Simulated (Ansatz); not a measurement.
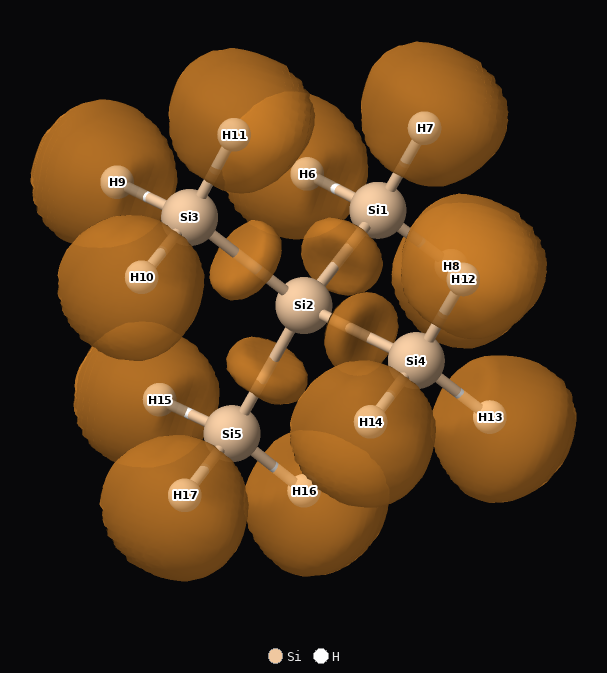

Figure. H$_{12}$Si$_{5}$ (SMILES [SiH3][Si]([SiH3])([SiH3])[SiH3]). Isosurface of the electron localisation function at 0.9 (orange), seen across its widest extent. Core shells and regions of very low density are left out.

Geometry: PBE-D3(BJ)/def2-SVP.

The calculation used isolated molecule in a Gaussian basis; Kohn-Sham density functional theory, functional PBE0 (Ansatz).

The calculation's input:

```
crystal:
  periodic: [false, false, false]
  atoms:
    - symbol: Si
      position_ang: [-1.850226, -0.580358, 0.930334]
    - symbol: Si
      position_ang: [-0.388066, 0.448334, -0.596898]
    - symbol: Si
      position_ang: [-1.173377, 2.606714, -1.099668]
    - symbol: Si
      position_ang: [-0.289432, -0.836801, -2.563387]
    - symbol: Si
      position_ang: [1.760050, 0.599213, 0.347112]
    - symbol: H
      position_ang: [-1.933374, 0.226606, 2.199211]
    - symbol: H
      position_ang: [-3.228841, -0.687210, 0.333293]
    - symbol: H
      position_ang: [-1.360274, -1.964083, 1.267279]
    - symbol: H
      position_ang: [-1.235393, 3.438167, 0.154633]
    - symbol: H
      position_ang: [-0.251676, 3.280518, -2.081853]
    - symbol: H
      position_ang: [-2.552348, 2.533679, -1.700731]
    - symbol: H
      position_ang: [-1.658246, -0.947662, -3.181705]
    - symbol: H
      position_ang: [0.213312, -2.221442, -2.249561]
    - symbol: H
      position_ang: [0.642019, -0.197773, -3.559467]
    - symbol: H
      position_ang: [1.717737, 1.421854, 1.607956]
    - symbol: H
      position_ang: [2.280024, -0.774050, 0.681734]
    - symbol: H
      position_ang: [2.707300, 1.251936, -0.625051]
basis:
  gaussian:
    orbitals: def2-SVPD
hamiltonian:
  xc: {name: PBE0}
output: {forces: true, orbitals: {seedname: orbitals}}
```

Command:

```sh
ansatz run input.yaml --threads 2 --pin off --max-ram 5220MiB --events-out events.jsonl --progress --plain --runs-dir runs
```

**What do the ELF domains correspond to?**

The ELF exceeds this value in four regions between bonded Si–Si atoms (shared pairs) and twelve regions around hydrogen nuclei. Profiles from the grid: Si–Si (2.35 Å): the ELF peaks at about 1 between the atoms; localised, covalent bonding. Si–H (1.51 Å): the ELF climbs to about 1 towards the hydrogen, as it does in any bond to H.
